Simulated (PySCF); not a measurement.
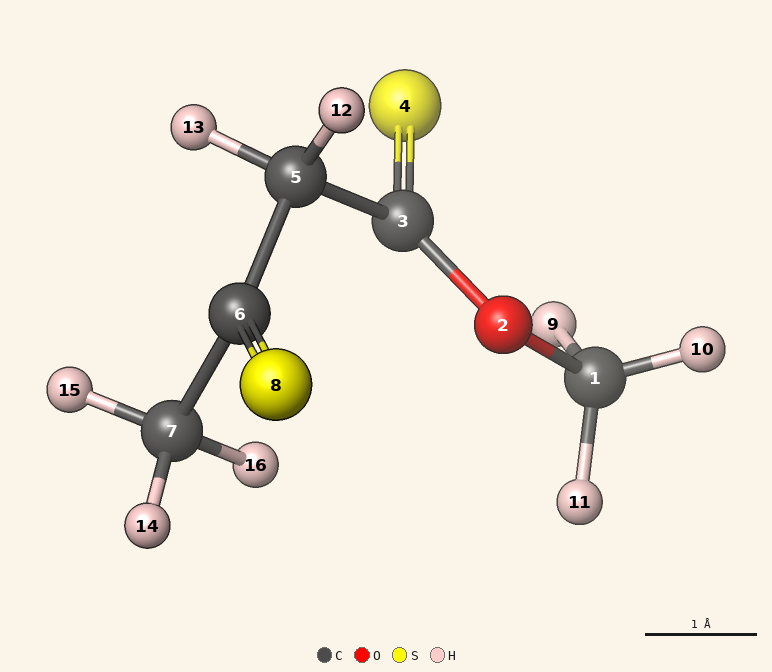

Orthographic view. Atoms fade into the background with distance from the viewer. Geometry: a frame of a GFN2-xTB molecular-dynamics simulation, not a minimum.

Write a MOL file (V2000) with the atoms in numerical order, bonds sorted by atom number with the orders drawn, and coordinates in the frame of the picture: x right, y up, z towards the viewer, origin at the mean position.

```
C5H8OS2
                    3D

 16 15  0  0  0  0  0  0  0  0999 V2000
    2.1300   -0.5200   -1.0300 C   0  0  0  0  0  0  0  0  0  0  0  0
    1.3100   -0.0400   -0.0500 O   0  0  0  0  0  0  0  0  0  0  0  0
    0.4000    0.9000   -0.4500 C   0  0  0  0  0  0  0  0  0  0  0  0
    0.4200    1.9400   -1.6800 S   0  0  0  0  0  0  0  0  0  0  0  0
   -0.5600    1.2900    0.6700 C   0  0  0  0  0  0  0  0  0  0  0  0
   -1.0700    0.0600    1.3000 C   0  0  0  0  0  0  0  0  0  0  0  0
   -1.6800   -1.0000    0.3200 C   0  0  0  0  0  0  0  0  0  0  0  0
   -0.7400   -0.5800    2.7900 S   0  0  0  0  0  0  0  0  0  0  0  0
    1.7600   -0.0400   -2.0200 H   0  0  0  0  0  0  0  0  0  0  0  0
    3.1000   -0.2600   -0.9500 H   0  0  0  0  0  0  0  0  0  0  0  0
    1.9900   -1.6400   -0.9800 H   0  0  0  0  0  0  0  0  0  0  0  0
   -0.1500    1.8900    1.4400 H   0  0  0  0  0  0  0  0  0  0  0  0
   -1.4800    1.7400    0.2600 H   0  0  0  0  0  0  0  0  0  0  0  0
   -1.9000   -1.8500    0.8800 H   0  0  0  0  0  0  0  0  0  0  0  0
   -2.6000   -0.6200   -0.0100 H   0  0  0  0  0  0  0  0  0  0  0  0
   -0.9300   -1.3000   -0.4800 H   0  0  0  0  0  0  0  0  0  0  0  0
  1  2  1  0
  1  9  1  0
  1 10  1  0
  1 11  1  0
  2  3  1  0
  3  4  2  0
  3  5  1  0
  5  6  1  0
  5 12  1  0
  5 13  1  0
  6  7  1  0
  6  8  2  0
  7 14  1  0
  7 15  1  0
  7 16  1  0
M  END
```
